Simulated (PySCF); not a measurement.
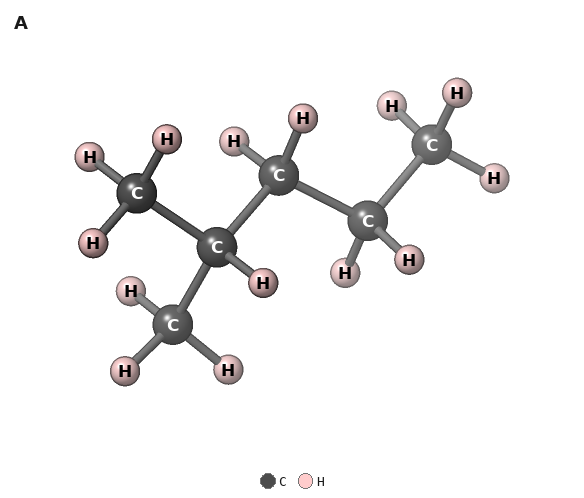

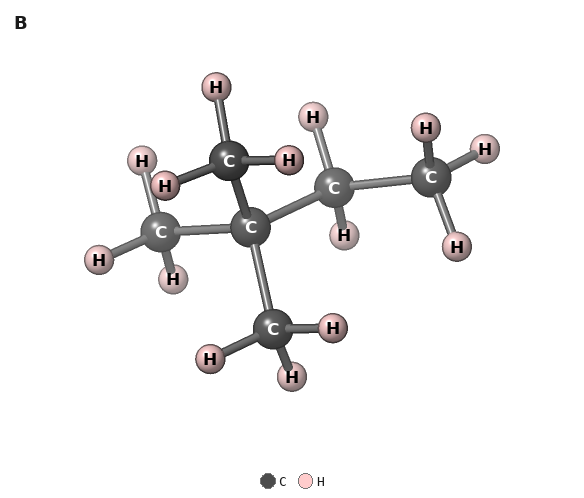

Depth is shown by fading: the farther an atom, the more it takes the colour of the background. Computed geometry: GFN2-xTB optimisation. No frequency run is at hand to confirm it as a minimum.

Can A be turned into B by a rotation alone?

Answer. No. They are constitutional isomers of C6H14: A is CCCC(C)C, B is CCC(C)(C)C
